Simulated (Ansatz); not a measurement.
# Cs2InAgCl6 (Fm-3m): a many-body input that goes wrong, and its mend

A first try at the G0W0 gap of Cs2InAgCl6 (Fm-3m), what the program said, and an input that works.

Calculated with Ansatz 0.2.0; G0W0 on LDA, plane waves, PAW.

In doubt: one-shot GW on d or f shells is unsure, so the values of those runs are not to be relied on.

**1. The starting structure**

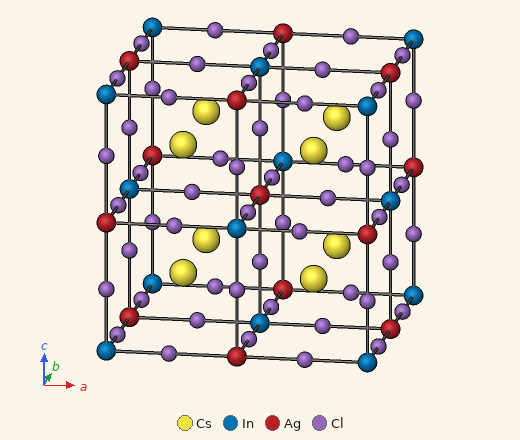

The cell as given, slightly off an axis (caesium yellow, indium blue, silver red, chlorine purple). This picture shows the conventional cell, with its axes. Some periodic images of atoms are drawn too.

The cell and positions come from the Crystallography Open Database and are kept as given unless a step says otherwise. Spin-orbit coupling is left out unless a step names it. The default PAW set here is soft_2. Its files were made with PBE.

**2. First try**

input.yaml reads:

```yaml
crystal:
  lattice:
    - [0.0, 5.2345, 5.2345]
    - [5.2345, 0.0, 5.2345]
    - [5.2345, 5.2345, 0.0]
  atoms:
    - { symbol: Cs, position: [0.25, 0.25, 0.25] }
    - { symbol: Cs, position: [0.75, 0.75, 0.75] }
    - { symbol: In, position: [0.0, 0.0, 0.0] }
    - { symbol: Ag, position: [0.5, 0.5, 0.5] }
    - { symbol: Cl, position: [0.76021, 0.23979, 0.23979] }
    - { symbol: Cl, position: [0.23979, 0.76021, 0.23979] }
    - { symbol: Cl, position: [0.23979, 0.76021, 0.76021] }
    - { symbol: Cl, position: [0.76021, 0.23979, 0.76021] }
    - { symbol: Cl, position: [0.23979, 0.23979, 0.76021] }
    - { symbol: Cl, position: [0.76021, 0.76021, 0.23979] }
kpoints:
  mp_grid: { grid: [2, 2, 2] }
hamiltonian:
  xc: lda
scf:
  occupations: { method: fixed }
gw:
  n_empty_bands: 466
  ecut_chi: 10
  qp_bands: [v3, c3]
  qp_kpoints: band_edges
  screening: { model: contour_deformation }
```

Command:

```
> ansatz run input.yaml --threads 3 --pin off --max-ram 92160MiB --backend cuda --events-out ev --progress --plain --runs-dir out --devices 1 --max-vram 13GiB
```

Numbers of over 12 decimals in the logs are rounded to 6 here.

The log of the run:

```text
GPUs: using 1 of 1 available (devices: 1).
Engine: ansatz 0.2.0, x86_64-unknown-linux-gnu
Pseudopotentials: kind: paw
Pseudopotential: Cs, paw, valence charge 9, recommended cutoff 420 eV (normal), Cs.paw.azcp
Pseudopotential: In, paw, valence charge 13, recommended cutoff 420 eV (normal), In.paw.azcp
Pseudopotential: Ag, paw, valence charge 19, recommended cutoff 420 eV (normal), Ag.paw.azcp
Pseudopotential: Cl, paw, valence charge 7, recommended cutoff 420 eV (normal), Cl.paw.azcp
Functional definition: SPW92
  exchange = slater_x
  correlation = pw_c
device memory: the entry about to start is reckoned to put 4.2 GiB on a device that reports 54.7 GiB free (of which the cap on the GPU budget leaves the run 13.0 GiB)
GPU FFT provider: cuFFT
GPU libraries: cuBLAS 13.8.2, cuFFT 12.4.0, cuSOLVER 12.3.4
Crystal: 10 atoms, lattice volume = 286.850 Å³
Basis set: ecut = 420 eV, 5601 PW (Γ)
Bands: 56, of which v1, the nominal top of the filled ones, is band 46 counted from 1 (45 counted from 0)
Symmetry: 48 space group operations
Space group: Fm-3m (ITA 225), of the structure as read, at distance tolerance 6.6e-5 Å
k-points: 3 of 8
Non-local potential: Cs, projectors of the file, l = 0: 3, l = 1: 2, l = 2: 2, l = 3: 2
Non-local potential: In, projectors of the file, l = 0: 2, l = 1: 2, l = 2: 2, l = 3: 2
Non-local potential: Ag, projectors of the file, l = 0: 3, l = 1: 2, l = 2: 2, l = 3: 1
Non-local potential: Cl, projectors of the file, l = 0: 2, l = 1: 2, l = 2: 2
PAW form: soft (Blöchl's): semilocal exchange-correlation on the pseudo side does not see the compensation charge
PAW frozen core: Cs, regenerated for the run's functional, and the local potential with it (the file was generated under x = pbe(κ = 0.804, μ = 0.219515), c = pbe(β = 0.066725))
PAW frozen core: In, regenerated for the run's functional, and the local potential with it (the file was generated under x = pbe(κ = 0.804, μ = 0.219515), c = pbe(β = 0.066725))
PAW frozen core: Ag, regenerated for the run's functional, and the local potential with it (the file was generated under x = pbe(κ = 0.804, μ = 0.219515), c = pbe(β = 0.066725))
PAW frozen core: Cl, regenerated for the run's functional, and the local potential with it (the file was generated under x = pbe(κ = 0.804, μ = 0.219515), c = pbe(β = 0.066725))
PAW one-centre angular grid: Cs, 194 points (default); XC on 64 Gauss nodes
PAW one-centre angular grid: In, 590 points (default); XC on 64 Gauss nodes
PAW one-centre angular grid: Ag, 590 points (default); XC on 64 Gauss nodes
PAW one-centre angular grid: Cl, 110 points (default); XC on 64 Gauss nodes
Initial density: superposition of atomic densities (neutral atoms: chi_scale 0, normalization atom), corrected by the library's trained network
Initial wavefunctions: pseudopotential atomic-orbital guess
GPU buffer pool allocated for 125000 grid points (all kernels)
GPU transforms: local potential and band sums: pruned to the plane-wave sphere, on 50×50×50
Functional: x = slater, c = lda
SCF iter   1: F=—  HF=-30203.227773 eV  |F-HF|=—  |Δ(HF+E_count)|=         —  Δρ=6.97e-3  dr2=1.31e-1  ethr=1.77e-3  ⟨swp⟩=5.0  Hψ=565  notcnv=0  defer=17
preconditioner: auto → Resta (q_TF=auto, 2.257 Å⁻¹)  ε∞=3.6  [insulator: Δε(μ)=0.764 eV  Ē_g=12.542 eV  n_scr=58 (ndim 8)  ℏωp=20.1 eV  f_vac=0.035  ε∞_Penn≈3.6]
SCF iter   2: F=—  HF=-30203.191844 eV  |F-HF|=—  |Δ(HF+E_count)|=   3.59e-2  Δρ=3.15e-3  dr2=2.22e-2  ethr=1.42e-4  ⟨swp⟩=2.0  Hψ=296  notcnv=0  defer=22
SCF iter   3: F=—  HF=-30203.185697 eV  |F-HF|=—  |Δ(HF+E_count)|=   6.15e-3  Δρ=1.05e-3  dr2=2.61e-3  ethr=2.41e-5  ⟨swp⟩=2.3  Hψ=292  notcnv=0  defer=24
SCF iter   4: F=—  HF=-30203.185180 eV  |F-HF|=—  |Δ(HF+E_count)|=   5.17e-4  Δρ=2.81e-4  dr2=2.24e-4  ethr=2.83e-6  ⟨swp⟩=2.0  Hψ=299  notcnv=0  defer=24
[...]
WARN: eigensolver did not converge (k=2): 2 band(s) unlocked after 6 eigensolves, warm-restarted (20 sweeps on the last) at ethr=1.05e-11 eV (storage-precision floor; scheduled 1.00e-12 eV) (lowest unlocked band 515, counted from 0; max residual 2.66e-4 eV among the unlocked bands, 2.66e-4 eV over every band; other slots of this pass that fall short are told together in one closing line; warning suppressed until the next SCF loop or pass starts)
G₀W₀ screening: q 1/3
[... further progress lines ...]
device memory: the entry about to start is reckoned to put 1.3 GiB on a device that reports 55.9 GiB free (of which the cap on the GPU budget leaves the run 13.0 GiB)
NSCF: frozen V_eff on 1 k-points
device memory: the entry about to start is reckoned to put 1.3 GiB on a device that reports 55.9 GiB free (of which the cap on the GPU budget leaves the run 13.0 GiB)
NSCF: frozen V_eff on 1 k-points
SCF converged after 8 iterations
Free energy (F): -30203.185192 eV
Harris-Foulkes:  -30203.185192 eV  (|F-HF|=8.62e-10)
Internal energy: -30203.185192 eV  (E = F + TS)
E sigma→0 (E₀):  -30203.185192 eV
Fermi energy:    3.881655 eV
--- Per-component energies (eV) ---
  E_band       = -694.908528
  E_kinetic    = 2023.401503
  E_local      = -7609.461684  (includes V_loc(G=0)·N_el)
  E_nonlocal   = 710.133141
  E_hartree    = 3128.816065
  E_xc         = -1374.261770
  E_vxc        = -1312.758952  (∫ρ·V_xc dr)
  E_paw        = -21350.761251  (= ΣΔE_a)
  E_vpaw       = -763.855374  (= ΣTr[D̂ρ^β])
  E_aug_tail   = 0.000893  (compensation charges beyond the density's cutoff)
  E_ewald      = -5733.745495
  E_core_change = 2.693407  (= ΣΔE_core)
  E_smearing   = -0.000000  (= −TS)
  E_closure    = -0.000000  (closes the sum)
  Σ components = -30203.185192   (vs F -30203.185192, Δ=0.00e0)
--- Band table (eV) ---
  k-point 0: bands = [... 42 lower, 2.9985, 2.9985, 3.8817, 3.8817, 4.7634, 8.7429, 8.8880, 8.8880, ... 6 higher]
  k-point 1: bands = [... 42 lower, 2.7888, 2.7888, 3.3152, 3.3152, 6.6723, 7.4939, 9.9815, 10.2059, ... 6 higher]
  k-point 2: bands = [... 42 lower, 2.9269, 2.9269, 2.9809, 3.8780, 7.3409, 9.3126, 10.1160, 10.1308, ... 6 higher]
--- G₀W₀: contour deformation, 7 samples at zero and on the imaginary axis and 2 off it, 8 q-points, 466 empty bands' worth ---
  eigenvalues of the whole cell's RPA ε∞ on this k-mesh (on a slab, of 1 + 4πα/V) = 4.7738, 4.7738, 4.7738; static W/v taken at q = 0 is 0.209479
  band pass: the eigensolver left bands unlocked in 1 slot; of largest residual, k=2: 1 band unlocked, the lowest band 516 (counted from 1), max residual 2.66e-4 eV over all its bands; `*` marks the rows of those k-points, and any row can be off: every row's sums read bands of every k-point
  gw.qp_kpoints: band_edges: 3 of 3 stored k-points solved, in 1 pass; an edge of the gap read off the rows below is read off those points alone
  `?` marks the rows in doubt; gw_qp.tsv's column doubts and the gw_qp event give each row's grounds
    ik  band        ε_KS         Σx   Σc(E_QP)       V_xc       Z   E_QP_lin       E_QP  E_QP is
     0    44      2.9985   -21.2619     3.3320   -16.9818  0.8050     2.0274     2.0504  root
     0    45      3.8817   -28.4710     3.2718   -24.1628  0.8063     2.8188     2.8453  root
     0    46      3.8817   -28.4710     3.2718   -24.1628  0.8063     2.8188     2.8453  root
     0    47      4.7634   -10.0366    -3.0279   -14.8159  0.8261     6.5918     6.5147  root
     0    48      8.7429    -4.7188    -3.5735    -9.4271  0.8315     9.9056     9.8777  root
     0    49      8.8880    -6.1850    -3.5113   -11.1289  0.8251    10.3744    10.3205  root
     1    44      2.7888   -21.1377     3.2597   -16.9855  0.8045     1.8744     1.8964  root
     1    45      3.3152   -27.8048     3.5259   -23.1501  0.7977     2.1507     2.1864  root
     1    46      3.3152   -27.8048     3.5259   -23.1501  0.7977     2.1507     2.1864  root
     1    47      6.6723   -11.4236    -3.1284   -16.3316  0.8207     8.5486     8.4518  root
     1    48      7.4939    -8.8548    -3.6148   -14.1872  0.8117     9.2943     9.2115  root
     1    49      9.9815    -4.9846    -3.6390    -9.8644  0.8288    11.2577    11.2224  root
     2    44      2.9269   -26.2388     3.7430   -21.2499  0.7947     1.6349     1.6810  root *
     2    45      2.9809   -21.2024     3.3252   -16.9320  0.8049     2.0129     2.0357  root *
     2    46      3.8780   -28.4642     3.2553   -24.1714  0.8065     2.8142     2.8405  root *
     2    47      7.3409   -13.6975    -2.9863   -18.3301  0.8112     9.0360     8.9873  root *
     2    48      9.3126   -10.9479    -4.0827   -16.8495  0.7924    11.2798    11.1315  root * ?
     2    49     10.1160    -5.5394    -3.6243   -10.3511  0.8277    11.3353    11.3033  root *
```

The job ended after 14 s (1 × NVIDIA H100 80GB HBM3 (shared by 6 runs) with 3 threads of AMD EPYC 7R13 (Zen 3), shared host; peak memory 1.3 GiB).

**Diagnosis.**

The run ended normally, though the input holds a fault or crude settings.

The fault: screening cutoff of 10 eV. Nearly all local fields and short-range correlation are left out.

It printed a gap of 3.67 eV, which is an artefact of the settings.

**3. A better input**

Now the one-shot GW correction: screening in the RPA, then the self-energy of the levels asked for.

input.yaml, as its differences from that of step 2:

```diff
@@ -23,4 +23,4 @@
 gw:
-  n_empty_bands: 466
-  ecut_chi: 10
+  n_empty_bands: 501
+  ecut_chi: 84
   qp_bands: [v3, c3]
```

The log of the run:

```text
GPUs: using 1 of 1 available (devices: 1).
[...]
GPU FFT provider: cuFFT
GPU libraries: cuBLAS 13.8.2, cuFFT 12.4.0, cuSOLVER 12.3.4
Crystal: 10 atoms, lattice volume = 286.850 Å³
Basis set: ecut = 420 eV, 5601 PW (Γ)
Bands: 56, of which v1, the nominal top of the filled ones, is band 46 counted from 1 (45 counted from 0)
[... 1 set-up line as in the run before ...]
[...]
k-points: 3 of 8
[...]
GPU buffer pool allocated for 125000 grid points (all kernels)
[...]
SCF iter   1: F=—  HF=-30203.227773 eV  |F-HF|=—  |Δ(HF+E_count)|=         —  Δρ=6.97e-3  dr2=1.31e-1  ethr=1.77e-3  ⟨swp⟩=5.0  Hψ=565  notcnv=0  defer=17
[...]
SCF iter   8: F=-30203.185192 eV  HF=-30203.185192 eV  |F-HF|=8.62e-10  |Δ(HF+E_count)|=   1.03e-8  Δρ=1.23e-6  dr2=5.84e-9  ethr=1.09e-10  ⟨swp⟩=16.7  Hψ=760  notcnv=0
SCF 1 converged in 8 iterations: F = -30203.185192 eV  dr2 = 5.84e-9
[...]
0    44      2.9985   -21.2619     3.3142   -16.9818  0.7487     2.0063     2.0326  root
     0    45      3.8817   -28.4710     3.6837   -24.1628  0.7477     3.2468     3.2572  root
     0    46      3.8817   -28.4710     3.6837   -24.1628  0.7477     3.2468     3.2572  root
     0    47      4.7634   -10.0366    -3.7294   -14.8159  0.7934     5.8353     5.8132  root
     0    48      8.7429    -4.7188    -3.7822    -9.4271  0.8197     9.6885     9.6690  root
     0    49      8.8880    -6.1850    -3.9649   -11.1289  0.8043     9.8912     9.8669  root
     1    44      2.7888   -21.1377     3.2301   -16.9855  0.7484     1.8420     1.8668  root
     1    45      3.3152   -27.8048     3.9390   -23.1501  0.7396     2.5838     2.5996  root
[...]
2    46      3.8780   -28.4642     3.6729   -24.1714  0.7479     3.2478     3.2580  root
     2    47      7.3409   -13.6975    -3.5255   -18.3301  0.7698     8.4533     8.4480  root
     2    48      9.3126   -10.9479    -4.7312   -16.8495  0.7628    10.5466    10.4831  root
     2    49     10.1160    -5.5394    -3.8112   -10.3511  0.8115    11.1397    11.1165  root
[key lines of the parts left out:]
SCF converged after 8 iterations
Free energy (F): -30203.185192 eV
Fermi energy:    3.881655 eV
```

The job ended after 14 s (1 × NVIDIA H100 80GB HBM3 (shared by 6 runs) with 3 threads; peak memory 1.5 GiB; 9.5 s of CPU time).

This step gave:

- bands summed: 547
- RPA ε∞ on this mesh (eigenvalues): 4.300, 4.300, 4.300
- plane waves in the screening matrix: 531
- q-points in the mesh: 8
- G0W0 gap on the mesh: 2.555 eV
- k of the valence top: 0, -0.5, -0.5
- k of the conduction bottom: 0, 0, 0
- starting gap on the mesh: 0.8817 eV
- Z at the valence top: 0.7479
- Z at the conduction bottom: 0.7934
- least direct G0W0 gap on the computed points: 2.556 eV

The gap on the mesh goes from 0.88 eV to 2.56 eV, a correction of +1.67 eV. Between the two edge states, bare exchange in place of the xc potential would open the gap by 9.07 eV, and correlation takes back 7.40 eV.

**4. What came out**

| Property | Result |
| --- | --- |
| first try | converged after 14 s |
| better run | G0W0 gap on the mesh 2.56 eV (2×2×2 mesh, 501 empty bands, screening to 84 eV) |

What this shows: The second run differs in: empty bands and screening cutoff (eV). Bands and cutoff are finite, so the gap is not at the basis limit. The miss can reach some tenths of an eV and take either sign; the mesh is an error of its own. The 2×2×2 mesh is coarse for this cell (its supercell is 15 Å along the shortest edge). The RPA ε∞ on it, from the LDA start, is 4.30; such meshes misread the long-range screening, most where the gap is narrow. A d shell, filled or nearly so, lies near the gap. One-shot GW converges very slowly in bands there, not always from below, and on a semilocal start the gap tends to come out low; starts rich in exact exchange can overshoot instead. The many-body steps are scalar-relativistic: spin-orbit coupling is not in them.

[Paths, hosts, dates, memory and timing lines, banners, echoed tables and standing remarks are left out of the program output.]

[Logs are printed without paths, hosts, clocks, repeated set-up lines and the standing remarks that a program may print on its own settings, such as how far it seeks lower states.]

[Runs of the session that timed out or met a known fault of the program may be left out.]

[Cells called generated may have been cut or substituted from an entry of the Crystallography Open Database or the Materials Project.]

[Hosts, paths, dates, database ids (printed as entryN), source tags and the programs' standing remarks are cut or masked in the printed files.]
